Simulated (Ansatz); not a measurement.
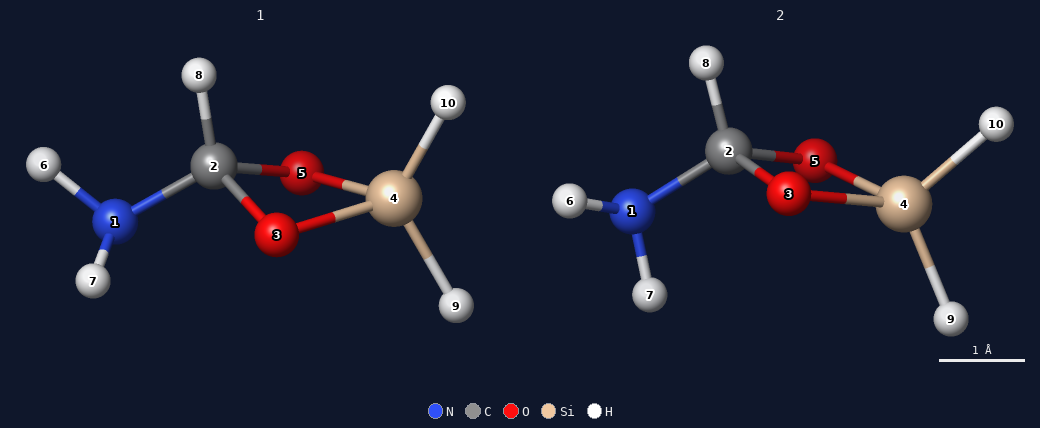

Two geometries of CH5NO2Si, drawn at one scale. One is the start of a relaxation, the other its converged end. Style: ball-and-stick. Shown face on.

All numbers below come from RKS PBE0-D4/6-31G* (Ansatz). Settings: no spin polarisation; force threshold 0.015 eV/Å; at most 40 steps.

Which geometry has the lower energy?

Answer. Structure 2 is the relaxed one. The run prepares an end point of a later path (inversion) calculation, from a guessed geometry. The atom that moves furthest after the best rigid fit is H7 (0.90 Å). By element the largest moves are H 0.90 Å, O 0.56 Å, C 0.19 Å, Si 0.14 Å, N 0.13 Å. Among the contacts that change: Si4–H10 1.404 → 1.486 Å, N1–H6 1.090 → 1.014 Å, C2–H8 1.148 → 1.095 Å, C2–O5 1.462 → 1.426 Å. Among the angles between lasting bonds that change: H9–Si4–H10 122.8° → 109.5°, O3–Si4–H9 107.3° → 116.5°, H6–N1–H7 101.3° → 109.4°. Groups turn about N1–C2 by about 60°. The energy falls by 23.7 kcal/mol in 10 geometry steps. The largest force component goes from 3.4 to 0.0073 eV/Å. Cost: 59 s on 1 thread of Arm Neoverse V1, with other jobs on the host, peak memory 0.18 GiB.
